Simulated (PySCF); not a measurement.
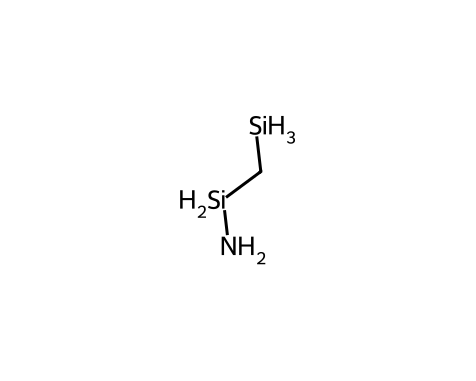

Structural formula above. The computed structure is the end point of a PBE0-D3(BJ)/def2-SVP optimisation. No frequency run is at hand to confirm it as a minimum.

What does the molecule look like in three dimensions?

It has 13 atoms: 1 carbon, 9 hydrogen, 1 nitrogen and 2 silicon (CH₉NSi₂). SMILES: `N[SiH2]C[SiH3]`. It has no ring. Among its groups: Si–H bond, Si–N bond. This geometry has C1 symmetry. Coordination, clear cases only: 2 Si tetrahedral; 1 C tetrahedral.

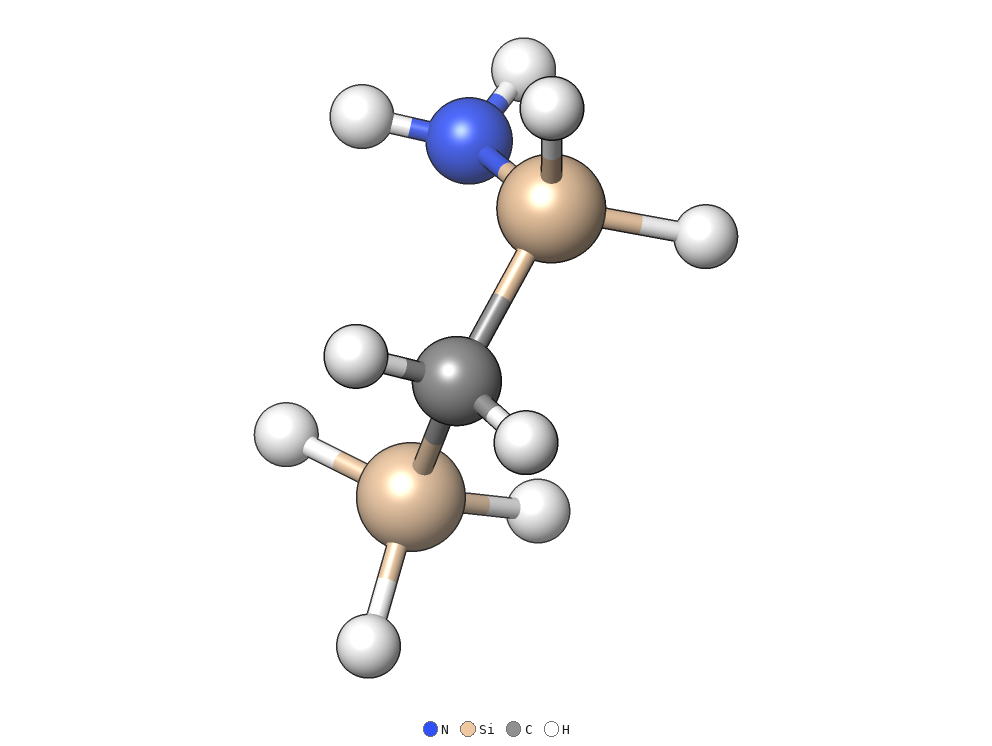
